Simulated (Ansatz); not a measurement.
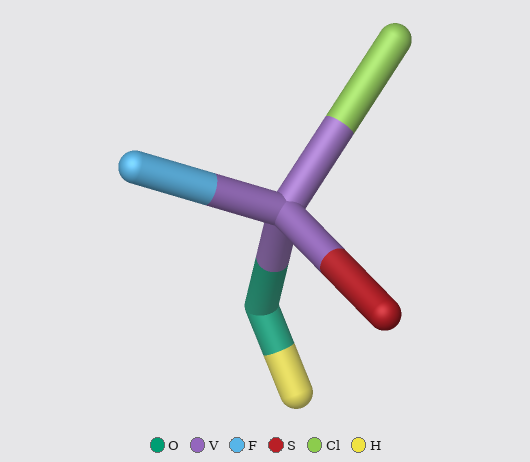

The picture shows a molecular structure as a stick model.

Charge 0, singlet. Computed geometry: PBE0-D4/def2-TZVP optimisation.

> Give the formula.

ClFHOSV, 6 atoms: 1 chlorine, 1 fluorine, 1 hydrogen, 1 oxygen, 1 sulfur and 1 vanadium.

> Count the bonded pairs by element.

1 O–V, 1 F–V, 1 S–V, 1 Cl–V, 1 O–H.

> Give the symmetry (Schoenflies symbol).

C1.

> How many sets of symmetry-equivalent atoms are there?

6: 1 O, 1 V, 1 F, 1 S, 1 Cl, 1 H.

More results for the same structure follow; atom numbers are the same in all pictures, views and colours differ.

### Shape

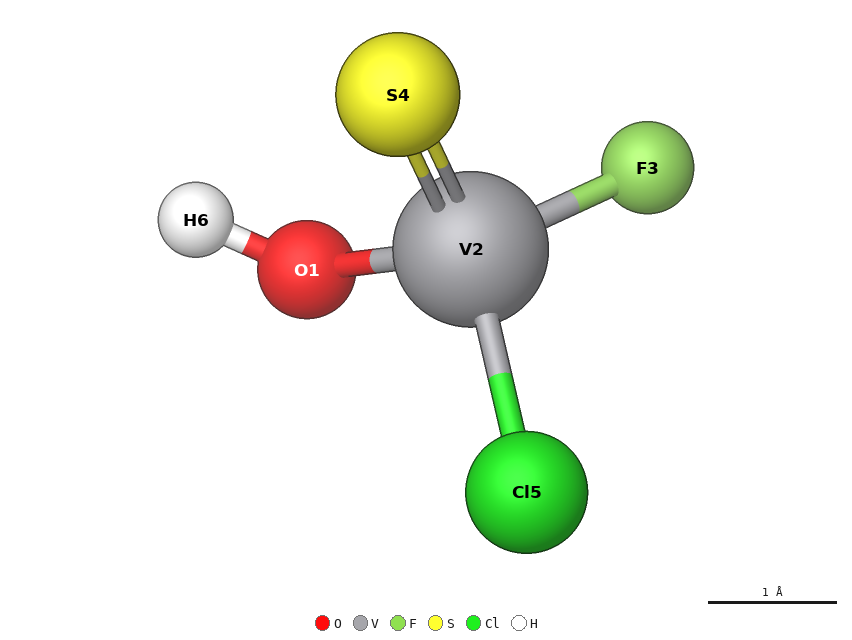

The atoms are numbered.

List the bonds and their lengths.

| bond | length (Å) |
| --- | --- |
| O1–V2 | 1.732 |
| O1–H6 | 0.962 |
| V2–F3 | 1.717 |
| V2–S4 | 1.987 |
| V2–Cl5 | 2.139 |

### Vibrations

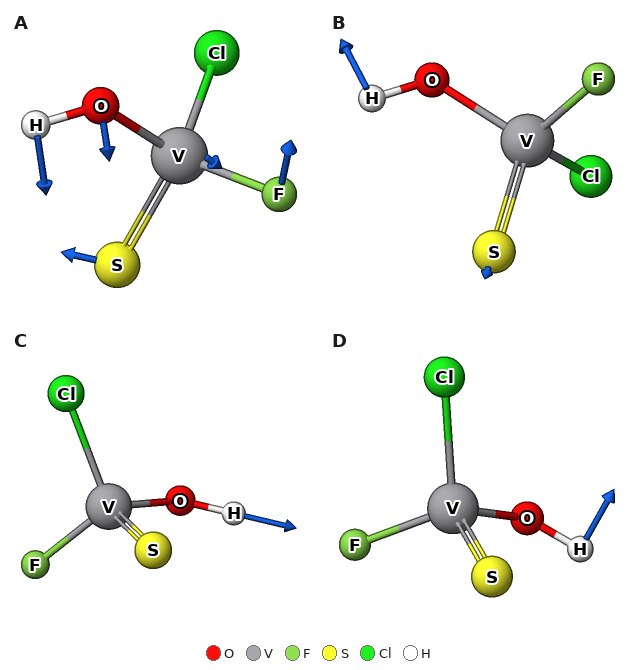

4 normal modes of one molecule or complex, as arrows. Harmonic vibrations computed with RKS PBE0-D4/def2-TZVP (Ansatz 0.2.0) at a stationary point of the same level.

> Match the panels to the wavenumbers 228 cm⁻¹, 382 cm⁻¹, 663 cm⁻¹, 3878 cm⁻¹.

A: 228 cm⁻¹, angle bending
B: 663 cm⁻¹
C: 3878 cm⁻¹, O–H stretching
D: 382 cm⁻¹, a torsion or out-of-plane motion in which bond lengths and bond angles hardly change

### Electronic properties

Method: RKS SPW92 (LDA)/def2-TZVPP (Ansatz 0.2.0).

What does the calculation give?

- HOMO energy (Kohn–Sham orbital): −7.40 eV
- LUMO energy (Kohn–Sham orbital): −4.73 eV
- HOMO–LUMO gap: 2.67 eV

### Dipole moment

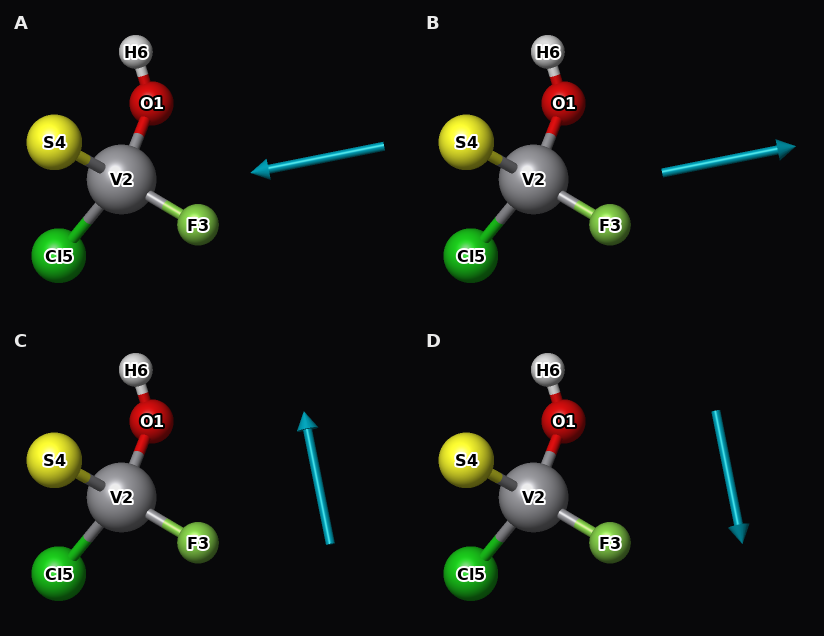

The same molecule four times, each with an arrow. Properties computed with RKS PBE0-D4/def2-TZVP (Ansatz 0.2.0).

> Which arrow points along the dipole moment, from the negative to the positive end?

C. The dipole moment is 2.47 D; it points from the side of F3 to the side of H6 (the outermost atoms at the two ends).

### Charges

The questions are on Mulliken charges. Properties computed with RKS PBE0-D4/def2-TZVP (Ansatz 0.2.0).

List the Mulliken charges.

| atom | value (e) |
| --- | --- |
| O1 | −0.61 |
| V2 | 1.23 |
| F3 | −0.41 |
| S4 | −0.28 |
| Cl5 | −0.29 |
| H6 | 0.36 |

Mulliken values depend strongly on the basis set and can even reverse the polarity of a bond.
